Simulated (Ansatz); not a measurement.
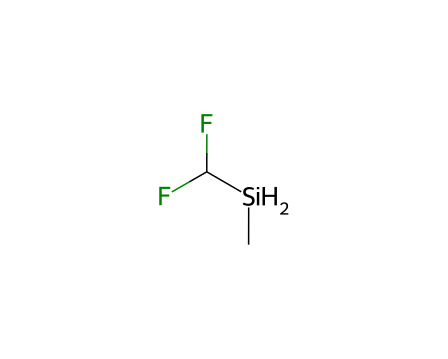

Structural formula above. The geometry was computed by an optimisation with PBE0-D4/def2-TZVP. No frequency run is at hand to confirm it as a minimum.

Describe the 3D structure.

Formula C2H6F2Si. Its SMILES string is `C[SiH2]C(F)F`. It has no ring. Among its groups: C–F bond, Si–H bond. This geometry has C1 symmetry. Coordination: 2 C tetrahedral; 1 Si tetrahedral.

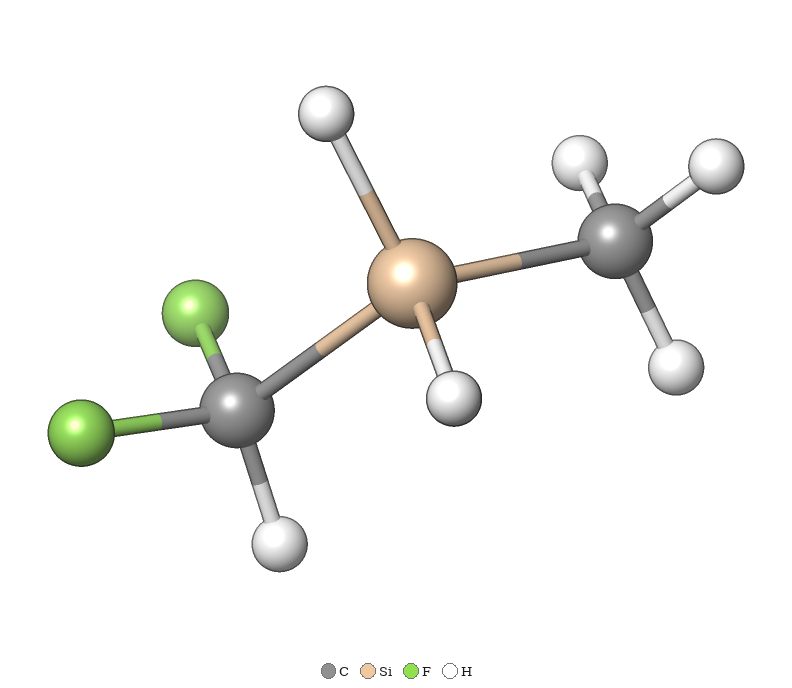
